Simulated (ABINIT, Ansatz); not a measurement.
# CsSnI3 (Pm-3m): bands and cutoff in G0W0 with ABINIT

What does each rung of G0W0 on CsSnI3 (Pm-3m) cost, and what does it buy?

Method: PBE and many-body steps on it, plane waves, in ABINIT 10.8.3.

### 1. The starting structure

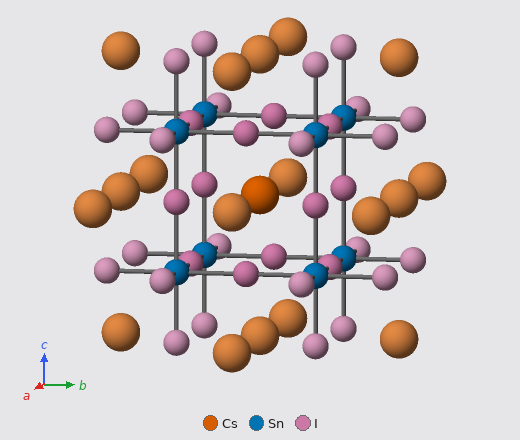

Start, viewed slightly off an axis; caesium orange, tin blue, iodine pink. Some periodic images of atoms are drawn too.

The cell and positions are those that the Materials Project relaxed with its own functionals (PBE, PBE+U or r2SCAN), kept fixed. Spin-orbit coupling is left out unless a step names it.

### 2. Empty states on the mesh, 2×2×2 mesh, 397 bands

This step: ABINIT 10.8.3; DFT, PBE, plane waves, norm-conserving pseudopotentials.

The sums over transitions need many empty states on a uniform mesh; this step solves for them.

File run.abi:

```
acell 3*1.0 Angstrom
rprim 
  6.286228000000 0.000000000000 0.000000000000
  0.000000000000 6.286228000000 0.000000000000
  0.000000000000 0.000000000000 6.286228000000
ntypat 3
znucl 55 50 53
natom 5
typat 1 2 3 3 3
xred 
  0.500000000000 0.500000000000 0.500000000000
  0.000000000000 0.000000000000 0.000000000000
  0.500000000000 0.000000000000 0.000000000000
  0.000000000000 0.000000000000 0.500000000000
  0.000000000000 0.500000000000 0.000000000000
pp_dirpath "pseudos"
pseudos "Cs.upf, Sn.upf, I.upf"
ecut 38
ngkpt 2 2 2
nshiftk 1
shiftk 0 0 0
kptopt 1
chksymbreak 0
iscf -2
irdden 1
istwfk *1
nband 397
nbdbuf 36
tolwfr 1e-09
nstep 60
prtvol 0
indata_prefix "in"
outdata_prefix "out"
tmpdata_prefix "tmp"
```

Command:

```sh
$ OMP_NUM_THREADS=2 mpirun -n 4 abinit run.abi > log
```

Numbers of over 12 decimals in the logs are rounded to 6 here.

What it wrote:

```text
.Version 10.8.3 of ABINIT. v10.8.2 released Aug 2026.

 Symmetries : space group Pm -3 m (#221); Bravais cP (primitive cubic)
[... echo of the input left out ...]
== DATASET  1 ==================================================================
-   mpi_nproc: 4, omp_nthreads: 2 (-1 if OMP is not activated)

--- !DatasetInfo
iteration_state: {dtset: 1, }
dimensions: {natom: 5, nkpt: 4, mband: 397, nsppol: 1, nspinor: 1, nspden: 1, mpw: 18805, }
cutoff_energies: {ecut:  38.0, pawecutdg:  -1.0, }
[...]
2.41931    2.41931    2.41931    2.42515    2.42515    2.42515    2.42528    2.42528
   2.42528    2.43288    2.43288    2.43288    2.45357    2.45358    2.45359    2.47468
   2.47873    2.47881    2.48047    2.48808    2.49761
 prteigrs : prtvol=0 or 1, do not print more k-points.

== END DATASET(S) ==============================================================
================================================================================

 -outvars: echo values of variables after computation  --------
            nband         397
             nkpt           4
          spgroup         221
 [... the other variables as echoed above ...]

 Calculation completed.
```

It took 7 min on 4 MPI ranks of Arm Neoverse V2, shared host; peak memory 1.1 GiB.

Numbers from this step:

| Quantity | Value |
| --- | --- |
| gap | 0.4814 eV |
| k of the valence top | 0.5, 0.5, 0.5 |
| k of the conduction bottom | 0.5, 0.5, 0.5 |
| least direct gap | 0.4814 eV |
| k points computed | 4 |
| lowest point of the top converged band, above the valence top | 58.7075 eV |

On this mesh the gap is 0.481 eV.

The density comes from a self-consistent run that is not shown.

### 3. Screening, 2×2×2 mesh, 91 bands, screening to 76.2 eV

The RPA dielectric matrix is built and inverted for each q.

This step: RPA screening on PBE, plane waves, norm-conserving pseudopotentials.

Edit run.abi of step 2 so:

```diff
@@ -23,10 +23,11 @@
 chksymbreak 0
-iscf -2
-irdden 1
 istwfk *1
-nband 397
-nbdbuf 36
-tolwfr 1e-09
-nstep 60
-prtvol 0
+occopt 1
+irdwfk 1
+optdriver 3
+nband 91
+ecuteps 2.8
+inclvkb 2
+awtr 1
+symchi 1
 indata_prefix "in"
```

Command:

```sh
$ OMP_NUM_THREADS=1 mpirun -n 8 abinit run.abi > log
```

What it wrote:

```text
.Version 10.8.3 of ABINIT. v10.8.2 released Aug 2026.

 Symmetries : space group Pm -3 m (#221); Bravais cP (primitive cubic)
[... echo of the input left out ...]
== DATASET  1 ==================================================================
-   mpi_nproc: 8, omp_nthreads: 1 (-1 if OMP is not activated)

--- !DatasetInfo
iteration_state: {dtset: 1, }
dimensions: {natom: 5, nkpt: 4, mband: 91, nsppol: 1, nspinor: 1, nspden: 1, mpw: 18805, }
cutoff_energies: {ecut:  38.0, pawecutdg:  -1.0, }
electrons: {nelect:   1.06000000E+02, charge:   0.00000000E+00, occopt:   1.00000000E+00, tsmear:   1.00000000E-02, }

 SCREENING: Calculation of the susceptibility and dielectric matrices

 Based on a program developped by R.W. Godby, V. Olevano, G. Onida, and L. Reining.
 Incorporated in ABINIT by V. Olevano, G.-M. Rignanese, and M. Torrent.
.Using double precision arithmetic ; gwpc =  8

[... cell and pseudopotentials left out ...]
--------------------------------------------------------------------------------

 ==== K-mesh for the wavefunctions ====
 Number of points in the irreducible wedge :     4
[... list of points left out ...]
 Together with 48 symmetry operations and time-reversal symmetry
 yields     8 points in the full Brillouin Zone.

 ==== Q-mesh for the screening function ====
 Number of points in the irreducible wedge :     4
[... list of points left out ...]
 Together with 48 symmetry operations and time-reversal symmetry
 yields     8 points in the full Brillouin Zone.

 setmesh: FFT mesh size selected  =    45x   45x   45
          total number of points  =        91125

 vcoul_init : cutoff-mode = AUXILIARY_FUNCTION
 q-points for optical limit:   1
     1)      0.000010    0.000020    0.000030

- screening: taking advantage of time-reversal symmetry
- Maximum band index for partially occupied states nbvw = 53
- Remaining bands to be divided among processors   nbcw = 38
- Number of bands treated by each node ~4

 Number of electrons calculated from density =  106.0000; Expected =  106.0000
 average of density, n =  0.063232
 r_s =    1.5571
 omega_plasma =   24.2563 [eV]

 calculating chi0 at frequencies [eV] :
  1    0.000000E+00    0.000000E+00
  2    0.000000E+00    2.425633E+01

--------------------------------------------------------------------------------
  q-point number  1        q = ( 0.000000, 0.000000, 0.000000) [r.l.u.]
--------------------------------------------------------------------------------
[... chi0 elements left out ...]
 For q-point:  0.000010 0.000020 0.000030
  dielectric constant = 104.2809
  dielectric constant without local fields = 133.6250

  Average fulfillment of the sum rule on Im[epsilon] for q-point    1 :     17.29  [%]
[... wings left out ...]
  q-point number  2        q = ( 0.500000, 0.000000, 0.000000) [r.l.u.]
--------------------------------------------------------------------------------
[... chi0 elements left out ...]
  Average fulfillment of the sum rule on Im[epsilon] for q-point    2 :     22.86  [%]

 [... 2 further q-points ...]
```

The job ended after 41 s (8 MPI ranks; peak memory 5.4 GiB; 5.5 min of CPU time).

Numbers from this step:

| Property | Result |
| --- | --- |
| ε∞ with local fields, on this mesh, along the program's q direction | 104.3 |
| the same without local fields | 133.6 |
| plasma frequency | 24.26 eV |
| plane waves in the screening matrix | 389 |

Local fields lower ε∞ by 22 %. The value itself is an artefact of the mesh, where one narrow direct gap carries too much weight.

### 4. 91 bands, 76.2 eV

The self-energy is evaluated for the states that the input lists, and the levels follow from it, in one-shot runs by the linearised quasiparticle equation.

This step: G0W0 on PBE, plane waves, norm-conserving pseudopotentials.

Edit run.abi of step 3 so:

```diff
@@ -26,8 +26,17 @@
 irdwfk 1
-optdriver 3
+optdriver 4
 nband 91
+gwcalctyp 0
+ecutsigx 38
+symsigma 1
+nkptgw 2
+kptgw 
+  0.5000000000 0.5000000000 0.5000000000
+  0.0000000000 0.0000000000 0.0000000000
+bdgw 
+  50 56
+  51 56
 ecuteps 2.8
-inclvkb 2
-awtr 1
-symchi 1
+irdscr 1
+ppmodel 1
 indata_prefix "in"
```

What it wrote:

```text
.Version 10.8.3 of ABINIT. v10.8.2 released Aug 2026.

 Symmetries : space group Pm -3 m (#221); Bravais cP (primitive cubic)
[... echo of the input left out ...]
== DATASET  1 ==================================================================
-   mpi_nproc: 8, omp_nthreads: 1 (-1 if OMP is not activated)

--- !DatasetInfo
iteration_state: {dtset: 1, }
dimensions: {natom: 5, nkpt: 4, mband: 91, nsppol: 1, nspinor: 1, nspden: 1, mpw: 18805, }
cutoff_energies: {ecut:  38.0, pawecutdg:  -1.0, }
electrons: {nelect:   1.06000000E+02, charge:   0.00000000E+00, occopt:   1.00000000E+00, tsmear:   1.00000000E-02, }

 SIGMA: Calculation of the GW corrections

 Based on a program developped by R.W. Godby, V. Olevano, G. Onida, and L. Reining.
 Incorporated in ABINIT by V. Olevano, G.-M. Rignanese, and M. Torrent.
.Using double precision arithmetic ; gwpc =  8

[... cell and pseudopotentials left out ...]
--------------------------------------------------------------------------------

 ==== K-mesh for the wavefunctions ====
 Number of points in the irreducible wedge :     4
[... list of points left out ...]
 Together with 48 symmetry operations and time-reversal symmetry
 yields     8 points in the full Brillouin Zone.

 ==== Q-mesh for screening function ====
 Number of points in the irreducible wedge :     4
[... list of points left out ...]
 Together with 48 symmetry operations and time-reversal symmetry
 yields     8 points in the full Brillouin Zone.

 vcoul_init : cutoff-mode = AUXILIARY_FUNCTION
 q-points for optical limit:   1
     1)      0.000010    0.000020    0.000030
 setmesh: FFT mesh size selected  =    72x   72x   72
          total number of points  =       373248

 Number of electrons calculated from density =  106.0000; Expected =  106.0000
 average of density, n =  0.063232
 r_s =    1.5571
 omega_plasma =   24.2563 [eV]

 === KS Band Gaps ===
  >>>> For spin  1
   Minimum direct gap =   0.4813 [eV], located at k-point      :   0.5000  0.5000  0.5000
   Fundamental gap    =   0.4813 [eV], Top of valence bands at :   0.5000  0.5000  0.5000
                                       Bottom of conduction at :   0.5000  0.5000  0.5000
 SIGMA fundamental parameters:
 PLASMON POLE MODEL  1
 number of plane-waves for SigmaX                18805
 number of plane-waves for SigmaC and W            389
 number of plane-waves for wavefunctions         18805
 number of bands                                    91
 number of independent spin polarizations            1
 number of spinorial components                      1
 number of k-points in IBZ                           4
 number of q-points in IBZ                           4
 number of symmetry operations                      48
 number of k-points in BZ                            8
 number of q-points in BZ                            8
 number of frequencies for dSigma/dE                 9
 frequency step for dSigma/dE [eV]                0.25
 number of omega for Sigma on real axis              0
 max omega for Sigma on real axis  [eV]           0.00
 zcut for avoiding poles [eV]                     0.10

 EPSILON^-1 parameters (SCR file):
 dimension of the eps^-1 matrix on file            389
 dimension of the eps^-1 matrix used               389
 number of plane-waves for wavefunctions         18805
 number of bands                                    91
 number of q-points in IBZ                           4
 number of frequencies                               2
 number of real frequencies                          1
 number of imag frequencies                          1

 matrix elements of self-energy operator (all in [eV])

 Perturbative Calculation

--- !SelfEnergy_ee
iteration_state: {dtset: 1, }
kpoint     : [   0.500,    0.500,    0.500, ]
spin       : 1
KS_gap     :    0.481
QP_gap     :    0.935
Delta_QP_KS:    0.453
data: !SigmaeeData |
     Band     E0 <VxcDFT>   SigX SigC(E0)      Z dSigC/dE  Sig(E)    E-E0       E
       50   1.957 -13.386 -16.194   3.055   0.786  -0.273 -13.192   0.194   2.151
       51   1.957 -13.386 -16.194   3.055   0.786  -0.273 -13.192   0.194   2.151
       52   1.957 -13.386 -16.194   3.055   0.786  -0.273 -13.192   0.194   2.151
       53   3.493 -14.211 -15.453   2.158   0.796  -0.256 -13.482   0.730   4.222
       54   3.974 -10.553  -6.743  -2.328   0.798  -0.253  -9.370   1.183   5.157
       55   3.974 -10.553  -6.743  -2.328   0.798  -0.253  -9.370   1.183   5.157
[...]
--- !SelfEnergy_ee
iteration_state: {dtset: 1, }
kpoint     : [   0.000,    0.000,    0.000, ]
spin       : 1
KS_gap     :    4.316
QP_gap     :    4.679
Delta_QP_KS:    0.362
data: !SigmaeeData |
     Band     E0 <VxcDFT>   SigX SigC(E0)      Z dSigC/dE  Sig(E)    E-E0       E
[...]
54   5.859  -6.224  -2.837  -2.770   0.836  -0.196  -5.708   0.517   6.375
       55   6.866  -6.273  -2.799  -2.707   0.836  -0.197  -5.632   0.641   7.507
       56   6.866  -6.273  -2.799  -2.707   0.836  -0.197  -5.632   0.641   7.507

== END DATASET(S) ==============================================================
================================================================================

 -outvars: echo values of variables after computation  --------
           etotal      0.0000000000E+00
            nband          91
             nkpt           4
          spgroup         221
 [... the other variables as echoed above ...]

 Calculation completed.
```

Elapsed: 13 s, on 8 MPI ranks; peak memory 4.3 GiB; 99 s of CPU time.

This step gave:

```yaml
g0w0_gap_on_the_points_computed: 0.9350 eV
starting_gap_on_the_mesh: 0.4814 eV
k_of_the_valence_top: 0.5, 0.5, 0.5
k_of_the_conduction_bottom: 0.5, 0.5, 0.5
z_at_the_valence_top: 0.796
z_at_the_conduction_bottom: 0.798
least_direct_g0w0_gap_on_the_computed_points: 0.9350 eV
```

The gap on the mesh goes from 0.48 eV to 0.93 eV, a correction of +0.45 eV.

### 5. Screening, 2×2×2 mesh, 179 bands, screening to 141.5 eV

This step: RPA screening on PBE, plane waves, norm-conserving pseudopotentials.

Edit run.abi of step 4 so:

```diff
@@ -26,17 +26,8 @@
 irdwfk 1
-optdriver 4
-nband 91
-gwcalctyp 0
-ecutsigx 38
-symsigma 1
-nkptgw 2
-kptgw 
-  0.5000000000 0.5000000000 0.5000000000
-  0.0000000000 0.0000000000 0.0000000000
-bdgw 
-  50 56
-  51 56
-ecuteps 2.8
-irdscr 1
-ppmodel 1
+optdriver 3
+nband 179
+ecuteps 5.2
+inclvkb 2
+awtr 1
+symchi 1
 indata_prefix "in"
```

What it wrote:

```text
.Version 10.8.3 of ABINIT. v10.8.2 released Aug 2026.

 Symmetries : space group Pm -3 m (#221); Bravais cP (primitive cubic)
[... echo of the input left out ...]
== DATASET  1 ==================================================================
-   mpi_nproc: 8, omp_nthreads: 1 (-1 if OMP is not activated)

--- !DatasetInfo
iteration_state: {dtset: 1, }
dimensions: {natom: 5, nkpt: 4, mband: 179, nsppol: 1, nspinor: 1, nspden: 1, mpw: 18805, }
cutoff_energies: {ecut:  38.0, pawecutdg:  -1.0, }
electrons: {nelect:   1.06000000E+02, charge:   0.00000000E+00, occopt:   1.00000000E+00, tsmear:   1.00000000E-02, }

 SCREENING: Calculation of the susceptibility and dielectric matrices

 Based on a program developped by R.W. Godby, V. Olevano, G. Onida, and L. Reining.
 Incorporated in ABINIT by V. Olevano, G.-M. Rignanese, and M. Torrent.
.Using double precision arithmetic ; gwpc =  8

[... cell and pseudopotentials left out ...]
--------------------------------------------------------------------------------

 ==== K-mesh for the wavefunctions ====
 Number of points in the irreducible wedge :     4
[... list of points left out ...]
 Together with 48 symmetry operations and time-reversal symmetry
 yields     8 points in the full Brillouin Zone.

 ==== Q-mesh for the screening function ====
 Number of points in the irreducible wedge :     4
[... list of points left out ...]
 Together with 48 symmetry operations and time-reversal symmetry
 yields     8 points in the full Brillouin Zone.

 setmesh: FFT mesh size selected  =    45x   45x   45
          total number of points  =        91125

 vcoul_init : cutoff-mode = AUXILIARY_FUNCTION
 q-points for optical limit:   1
     1)      0.000010    0.000020    0.000030

- screening: taking advantage of time-reversal symmetry
- Maximum band index for partially occupied states nbvw = 53
- Remaining bands to be divided among processors   nbcw = 126
- Number of bands treated by each node ~15

 Number of electrons calculated from density =  106.0000; Expected =  106.0000
 average of density, n =  0.063232
 r_s =    1.5571
 omega_plasma =   24.2563 [eV]

 calculating chi0 at frequencies [eV] :
  1    0.000000E+00    0.000000E+00
  2    0.000000E+00    2.425633E+01

--------------------------------------------------------------------------------
  q-point number  1        q = ( 0.000000, 0.000000, 0.000000) [r.l.u.]
--------------------------------------------------------------------------------
[... chi0 elements left out ...]
 For q-point:  0.000010 0.000020 0.000030
  dielectric constant = 106.8188
  dielectric constant without local fields = 133.7062

  Average fulfillment of the sum rule on Im[epsilon] for q-point    1 :     41.78  [%]
[... wings left out ...]
  q-point number  2        q = ( 0.500000, 0.000000, 0.000000) [r.l.u.]
--------------------------------------------------------------------------------
[... chi0 elements left out ...]
  Average fulfillment of the sum rule on Im[epsilon] for q-point    2 :     46.63  [%]

 [... 2 further q-points ...]
```

It took 2.5 min on 8 MPI ranks; peak memory 6.4 GiB.

This step gave:

- ε∞ with local fields, on this mesh, along the program's q direction: 106.8
- the same without local fields: 133.7
- plasma frequency: 24.26 eV
- plane waves in the screening matrix: 949

[end of part 1 of 2]

[Paths, hosts, dates, memory and timing lines, banners, echoed tables and standing remarks are left out of the program output.]

[Logs are printed without paths, hosts, clocks, repeated set-up lines and the standing remarks that a program may print on its own settings, such as how far it seeks lower states.]

[Runs of the session that timed out or met a known fault of the program may be left out.]

[No measured gap is set beside runs whose start may be inverted or whose files or cutoffs have a known fault.]

[Hosts, paths, dates, database ids (printed as entryN), source tags and the programs' standing remarks are cut or masked in the printed files.]

[G0W0 gaps are taken among the corrected bands and points alone; a level outside them can change the order at an edge.]

[Where Ansatz stands beside ABINIT at settings called matched, ABINIT's density can come from a denser mesh and the files from another edition; pairs whose starting gaps differed by over 0.03 eV were left out, so agreement reads better than it is.]
